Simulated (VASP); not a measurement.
Band structure of GaN (wurtzite). These are PW91 GGA, VASP's PBE PAW potentials (set 64) (plane waves; VASP 6.6.1) values and carry that method's errors.

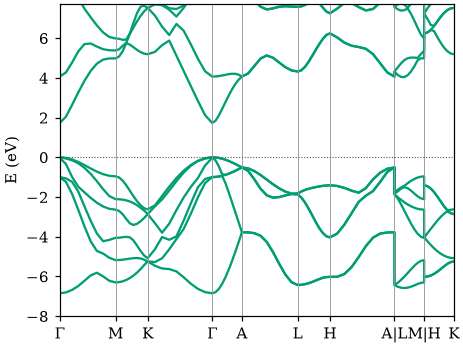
Figure. Bands along high-symmetry lines, zero at the valence-band maximum or, without a gap, the Fermi level

Question: Read the plot: is there a gap, and where are the band edges?

Answer: The gap is direct, 1.73 eV, from the valence maximum at Γ to the conduction minimum at Γ. (Edges off the drawn lines would not show.)

Measured: gap 3.68 eV (computed value off by -1.95 eV), as given by Wei Chen et al., Physical Review Materials (2018), doi:10.1103/physrevmaterials.2.073803 [zero-point renormalisation of 0.17 eV added back (the table's ZPR column)].

The compound is GaN in the wurtzite structure. It was relaxed first.
